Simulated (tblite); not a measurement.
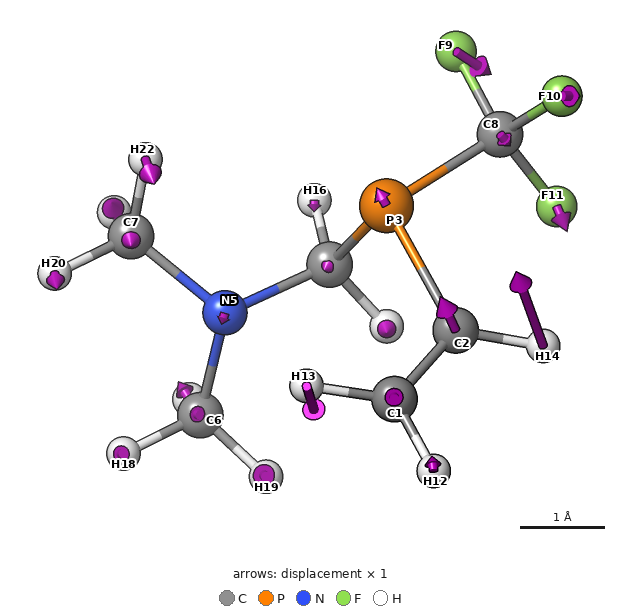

A relaxation of C₆H₁₁F₃NP. The starting structure is drawn; purple arrows show the displacements, at their true length. The two geometries are superimposed by the best rigid fit.

A ball-and-stick model, seen at a tilt.

Level of theory: GFN2-xTB geometry optimisation, gas phase in tblite. 

### Atoms of which element are displaced furthest, and by how much?

Hydrogen: up to 1.34 Å, against 0.65 Å for fluorine.

### Describe the change and its energy.

Over 165 geometry steps the energy falls by 0.745 eV. An H atom moves most after the best rigid fit: 1.34 Å. By element the largest moves are H 1.34 Å, F 0.65 Å, C 0.54 Å, P 0.26 Å, N 0.15 Å. Near-neighbour distances that change, for instance: C–P 1.756 → 1.893 Å, C–P 1.874 → 1.817 Å, C–P 1.824 → 1.870 Å, C–N 1.466 → 1.445 Å. Bond angles that change, for instance: P–C–N 101.1° → 109.5°, C–P–C 102.1° → 94.5°, P–C–F 107.9° → 114.4°. Groups turn about C–P by about 50°, C–N by about 20°.
